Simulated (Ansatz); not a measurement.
## Electronic structure of F$_{3}$GeH···NH$_{2}$ (doublet) in real space

Input file:

```
crystal:
  periodic: [false, false, false]
  atoms:
    - { symbol: Ge, position_ang: [0.036555, -0.019801, -0.177793] }
    - { symbol: H, position_ang: [0.146607, -0.08517, 1.363619] }
    - { symbol: F, position_ang: [1.579041, 0.012868, -0.984656] }
    - { symbol: F, position_ang: [-0.811107, 1.389589, -0.751492] }
    - { symbol: F, position_ang: [-0.815832, -1.374368, -0.865967] }
    - { symbol: "N", position_ang: [0.102914, -0.067922, 3.619334] }
    - { symbol: H, position_ang: [-0.555252, -0.607164, 4.227533] }
    - { symbol: H, position_ang: [0.318674, 0.751968, 4.231222] }
magnetization:
  spin_polarized: true
  initial_magnetization: 1
basis:
  gaussian: { orbitals: def2-SVP }
hamiltonian:
  xc: pbe
  dispersion: d4
relax:
  f_tol: 0.03
  max_steps: 50
output:
  orbitals: {}
```

Command:

```sh
ansatz run input.yaml --threads 4 --pin off --max-ram 5120MiB --backend cpu --events-out ev --progress --plain --runs-dir out
```

The fields are those of the run's last geometry, not of the input's.

These are results of Ansatz, UKS PBE-D4/def2-SVP, not measurements.

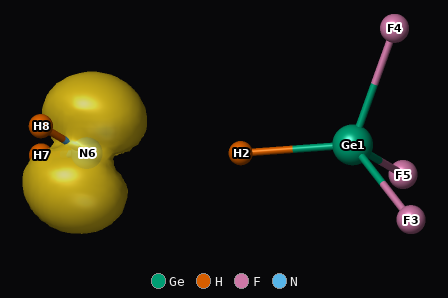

Figure 1. Isosurface of the spin density at +0.08 e/Å³ (yellow), seen from one side.

### Which atoms carry the spin?

The unpaired spin (1 electron) lies mostly on N6 (about 0.9), in electrons by Hirshfeld's partition.

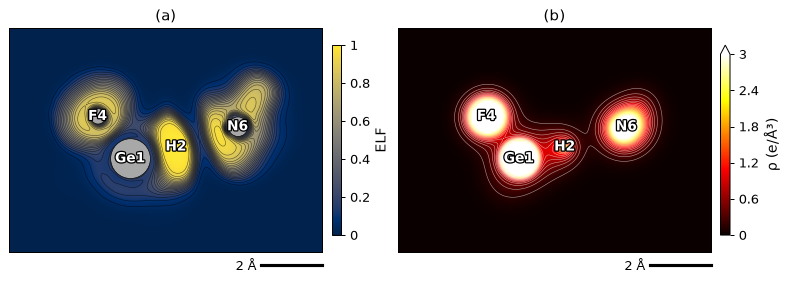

Figure 2. (a) ELF; (b) total electron density on the plane of atoms H2, Ge1 and F4. Grey discs cover the atomic cores in the ELF map.

### Read the bonding off the picture.

The section cuts through Ge, H, F and N sites. N6···H2 (2.12 Å): the density falls to about 0.16 e/Å³ on the way; the ELF dips to about 0.15 between them. Ge–F (1.74 Å): the density is about 0.91 e/Å³ at the midpoint; the ELF peaks at about 0.80 in the valence shell of F, 0.5 Å from its nucleus, and is about 0.25 at the midpoint. Ge–H (1.55 Å): ρ at the midpoint is about 1.1 e/Å³; the ELF climbs to about 1 towards the hydrogen. The ELF also peaks beside F4, away from the bonds: non-bonding electrons, paired or unpaired.

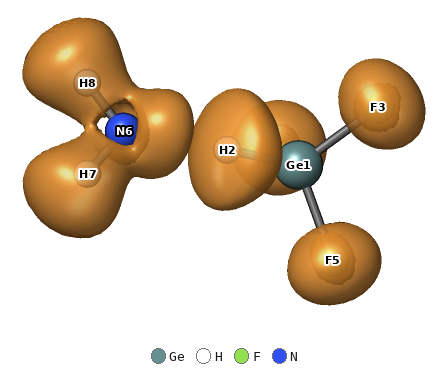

Figure 3. Isosurface of the ELF at 0.75 (orange), seen at a tilt. Core shells and regions of very low density are left out.

### Describe the localisation domains.

At this value the surface marks out one region around a hydrogen nucleus, three regions wrapped around F (the valence shell of each) and one joined region spread over several atoms (H, N), in which their bonds and any lone pairs are merged.
